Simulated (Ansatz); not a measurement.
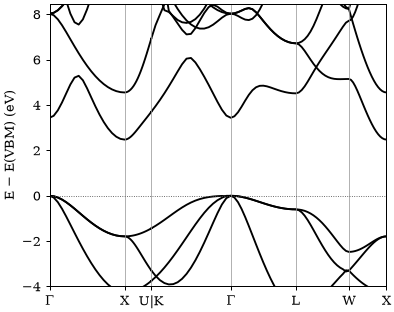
Figure. Band structure from the program Ansatz at the r²SCAN level (PAW)

**Question.** Read off the gap and where the band edges lie.

**Answer.** About 2.5 eV (2.48 eV by a search for the band edges); maximum at Γ, minimum at X.

The material is MgSe (rock salt, Fm-3m).

Symmetry was held in the r²SCAN relaxation. Spin–orbit coupling is left out wherever it is not named.

Potentials: the later of the program's two PAW sets.
